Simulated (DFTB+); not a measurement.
Excited-state calculation of C4H3O (charge +1)

- system: C4H3O, charge +1, SMILES C#CCC#[O+]
- method: DFTB2, R-SCC (DFTB+ 25.1)

The geometry comes from this level: GFN2-xTB.

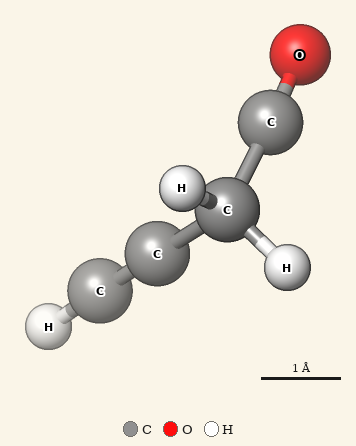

Figure 1. The structure (ball-and-stick view, seen at a tilt).

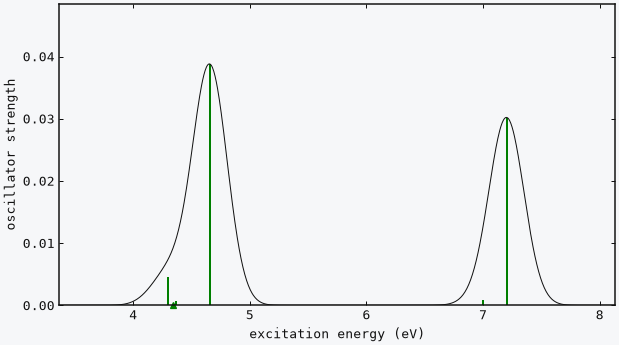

Figure 2. Computed excitations as sticks (degenerate states added up, dark ones marked on the axis), with a Gaussian envelope of 0.35 eV full width at half maximum, scaled to the tallest. Of the 6 states the lowest lies at 4.30 eV (f = 0.005); the strongest line is at 4.66 eV, or 266 nm (f = 0.039).

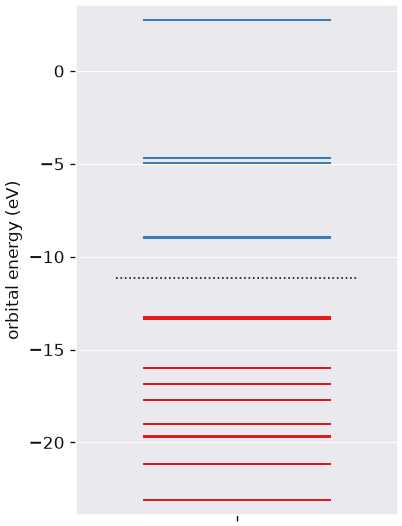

Figure 3. Orbital energies near the frontier; the dotted line parts filled from empty levels, and levels within 0.02 eV of each other stand side by side. Highest filled −13.27 eV, lowest empty −9.02 eV, 4.25 eV apart.

The input and output of the run follow.

Input file (dftb_in.hsd):
```
Geometry = GenFormat {
  8 C
  C O H
     1  1     -0.399770      1.497460      1.121490
     2  1     -0.108400      0.465960      0.589360
     3  1      0.254850     -0.816690     -0.037860
     4  1      0.088810     -0.562940     -1.392440
     5  2     -0.078330     -0.251430     -2.450760
     6  3     -0.646550      2.384550      1.636310
     7  3     -0.402470     -1.624940      0.320800
     8  3      1.291850     -1.091970      0.213100
}

Hamiltonian = DFTB {
  SCC = Yes
  SlaterKosterFiles = Type2FileNames {
    Prefix = "slakos/"
    Separator = ""
    Suffix = ".spl"
    LowerCaseTypeName = Yes
  }
  MaxAngularMomentum = {
    C = "p"
    O = "p"
    H = "s"
  }
  Charge = 1
  SCCTolerance = 1e-08
}

ExcitedState = {
  Casida = {
    NrOfExcitations = 6
    Symmetry = Singlet
    Diagonaliser = Arpack {}
  }
}

Options = {
  WriteResultsTag = Yes
}

InputVersion = 25.1
```

Command:
```bash
dftb+ > run.log
```

Log:
```
|  DFTB+ development version (commit: a23bfb2)

Reading input file 'dftb_in.hsd'
Parser version: 14

--------------------------------------------------------------------------------
Reading SK-files:
./slakos/cc.spl
./slakos/co.spl
./slakos/ch.spl
./slakos/oo.spl
./slakos/oh.spl
./slakos/hh.spl
Done.

Processed input in HSD format written to 'dftb_pin.hsd'

Starting initialization...
--------------------------------------------------------------------------------
WARNING!
-> Dipole printed for a charged system : origin dependent quantity
OpenMP threads:              1
Chosen random seed:          12953069
Current stacksize:           unlimited
Mode:                        Static calculation
Self consistent charges:     Yes
SCC-tolerance:                 0.100000E-07
Max. scc iterations:                    100
Shell resolved Hubbard:      No
Spin polarisation:           No
Nr. of up electrons:            12.000000
Nr. of down electrons:          12.000000
Periodic boundaries:         No
Electronic solver:           Relatively robust
Casida solver:               Arpack
Mixer:                       Broyden mixer
Mixing parameter:                  0.200000
Nr. of chrg. vec. in memory:            100
Max. SCC-cycles:                        100
Electronic temperature:              0.100000E-07 H      0.272114E-06 eV
Initial charges:             Set automatically (system chrg:   0.100E+01)
Included shells:             C:  s, p
                             O:  s, p
                             H:  s
Extra options:
                             Mulliken analysis

--------------------------------------------------------------------------------

***  Geometry step: 0

 iSCC Total electronic   Diff electronic      SCC error
    1   -0.11475568E+02    0.00000000E+00    0.63762572E+00
    2   -0.11489641E+02   -0.11475568E+02    0.41418749E+00
    3   -0.11500029E+02   -0.14072933E-01    0.79870394E-01
    4   -0.11500375E+02   -0.10388506E-01    0.17669096E-01
    5   -0.11500400E+02   -0.34562542E-03    0.12013962E-01
    6   -0.11500407E+02   -0.25009830E-04    0.24140279E-02
    7   -0.11500407E+02   -0.68796051E-05    0.23523772E-03
    8   -0.11500407E+02   -0.48538945E-06    0.14559339E-03
    9   -0.11500407E+02   -0.52792153E-08    0.13917326E-04
   10   -0.11500407E+02   -0.69293193E-09    0.58282325E-05
   11   -0.11500407E+02   -0.88480334E-11    0.27194358E-08

Total Energy:                      -10.9320925127 H         -297.4774 eV
Extrapolated to 0K:                -10.9320925127 H         -297.4774 eV
Total Mermin free energy:          -10.9320925127 H         -297.4774 eV
Force related energy:              -10.9320925127 H         -297.4774 eV

--------------------------------------------------------------------------------
--------------------------------------------------------------------------------
SCC                                    +       0.00 ( 51.2%)       0.01 ( 76.5%)
--------------------------------------------------------------------------------
Missing                                +       0.00 ( 48.8%)       0.00 ( 23.5%)
Total                                  =       0.01 (100.0%)       0.02 (100.0%)
--------------------------------------------------------------------------------
```

File detailed.out:
```
Fermi distribution function

Calculation with static geometry

********************************************************************************
 iSCC Total electronic   Diff electronic      SCC error
   11   -0.11500407E+02   -0.88480334E-11    0.27194358E-08
********************************************************************************

 Total charge:     1.00000000

 Atomic gross charges (e)
 Atom           Charge
    1      -0.05314374
    2      -0.10092293
    3      -0.03634144
    4       0.54020069
    5       0.07046162
    6       0.22271666
    7       0.17854780
    8       0.17848135

Nr. of electrons (up):     24.00000000
Atom populations (up)
 Atom       Population
    1       4.05314374
    2       4.10092293
    3       4.03634144
    4       3.45979931
    5       5.92953838
    6       0.77728334
    7       0.82145220
    8       0.82151865

l-shell populations (up)
 Atom Sh.   l       Population
    1   1   0       1.25481898
    1   2   1       2.79832476
    2   1   0       1.17325785
    2   2   1       2.92766509
    3   1   0       1.19108980
    3   2   1       2.84525164
    4   1   0       1.15309053
    4   2   1       2.30670878
    5   1   0       1.71093347
    5   2   1       4.21860491
    6   1   0       0.77728334
    7   1   0       0.82145220
    8   1   0       0.82151865

Orbital populations (up)
 Atom Sh.   l   m       Population  Label
    1   1   0   0       1.25481898  s
    1   2   1  -1       0.92294179  p_y
    1   2   1   0       0.92702862  p_z
    1   2   1   1       0.94835435  p_x
    2   1   0   0       1.17325785  s
    2   2   1  -1       0.88636660  p_y
    2   2   1   0       0.99543914  p_z
    2   2   1   1       1.04585934  p_x
    3   1   0   0       1.19108980  s
    3   2   1  -1       0.97805871  p_y
    3   2   1   0       0.84793957  p_z
    3   2   1   1       1.01925336  p_x
    4   1   0   0       1.15309053  s
    4   2   1  -1       0.74127479  p_y
    4   2   1   0       0.83329381  p_z
    4   2   1   1       0.73214018  p_x
    5   1   0   0       1.71093347  s
    5   2   1  -1       1.38479047  p_y
    5   2   1   0       1.46029929  p_z
    5   2   1   1       1.37351515  p_x
    6   1   0   0       0.77728334  s
    7   1   0   0       0.82145220  s
    8   1   0   0       0.82151865  s

Fermi level:                        -0.4094624420 H          -11.1420 eV
Band energy:                       -17.6584679544 H         -480.5114 eV
TS:                                  0.0000000000 H            0.0000 eV
Band free energy (E-TS):           -17.6584679544 H         -480.5114 eV
Extrapolated E(0K):                -17.6584679544 H         -480.5114 eV
Input / Output electrons (q):     24.0000000000     24.0000000000

Energy H0:                         -11.6437023858 H         -316.8413 eV
Energy SCC:                          0.1432949529 H            3.8993 eV
Total Electronic energy:           -11.5004074329 H         -312.9420 eV
Repulsive energy:                    0.5683149203 H           15.4646 eV
Total energy:                      -10.9320925127 H         -297.4774 eV
Extrapolated to 0:                 -10.9320925127 H         -297.4774 eV
Total Mermin free energy:          -10.9320925127 H         -297.4774 eV
Force related energy:              -10.9320925127 H         -297.4774 eV

Non-constrained calculation

SCC converged

Warning: dipole moment is not defined absolutely!
Dipole moment:    0.15135422   -0.70428284   -1.10140750 au
Dipole moment:    0.38470408   -1.79010857   -2.79949886 Debye
```

File band.out:
```
 KPT            1  SPIN            1  KWEIGHT    1.0000000000000000
     1    -34.5073  2.00000
     2    -25.8506  2.00000
     3    -23.1177  2.00000
     4    -21.1838  2.00000
     5    -19.7342  2.00000
     6    -19.6608  2.00000
     7    -18.9817  2.00000
     8    -17.6974  2.00000
     9    -16.8735  2.00000
    10    -16.0051  2.00000
    11    -13.3766  2.00000
    12    -13.2670  2.00000
    13     -9.0171  0.00000
    14     -8.9257  0.00000
    15     -4.9626  0.00000
    16     -4.7074  0.00000
    17      2.7584  0.00000
    18      2.9581  0.00000
    19      4.6127  0.00000
    20      6.2687  0.00000
    21      9.5467  0.00000
    22     47.0206  0.00000
    23     49.6503  0.00000
```

Key numbers:

| quantity | value |
| --- | --- |
| outcome | converged |
| Mermin free energy | −10.932093 hartree |
| basis functions | 23 |
| HOMO | −13.27 eV |
| LUMO | −9.02 eV |
| lowest excitation | 4.30 eV |
| hardware | 1 thread of AMD EPYC (Zen 5), 32 GiB of memory available, shared host |
| peak memory | 0.073 GiB |

Notes:

Settings chosen away from the usual ones: roots.
